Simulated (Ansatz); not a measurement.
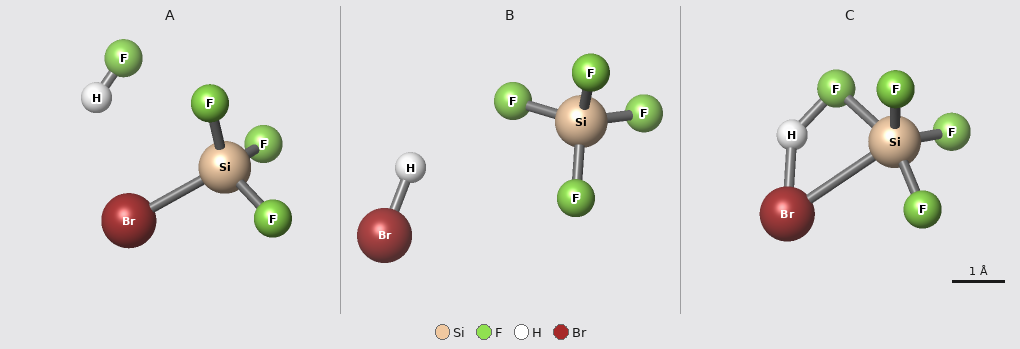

Three geometries of SiHBrF4: a saddle point and the two minima that it joins, in shuffled order. Style: ball-and-stick. Shown at a tilt. Sticks join atoms that are closer than about 1.2 times the sum of their covalent radii (a little more with hydrogen).

Stationary points at PBE0-D4/def2-TZVP, single-point energies with wB97M-V, PBE-QIDH, r2SCAN0-D4 (def2-TZVPP where no basis is named; Ansatz 0.2.0). The energies are electronic, without zero-point or thermal terms, and both ends are the minima reached downhill from the saddle, with any fragments still in contact.

### Identify the saddle point and describe the reaction.

Frame C is the saddle point. Counted by bonded pieces, B holds HBr + SiF₄ and A holds HF + SiBrF₃. From B over the saddle to A, bonds form: Br–Si (4.50 → 2.54 → 2.18 Å), F–H (2.41 → 1.24 → 0.92 Å). Bonds break: F–Si (1.57 → 1.76 → 3.32 Å), Br–H (1.42 → 1.61 → 2.71 Å). The saddle has one imaginary mode, 685i cm⁻¹. With wB97M-V the barrier is 1.75 eV from B and 1.15 eV from A, and A lies 0.60 eV above B.

```
     level  barrier from B (eV)  barrier from A (eV)  A less B (eV)
   wB97M-V                 1.75                 1.15           0.60
  PBE-QIDH                 1.82                 1.22           0.60
r2SCAN0-D4                 1.75                 1.12           0.63
```

Limits of the set-up: the start holds two separate molecules, 2.4 Å apart at their closest, whose relative position is a soft coordinate.
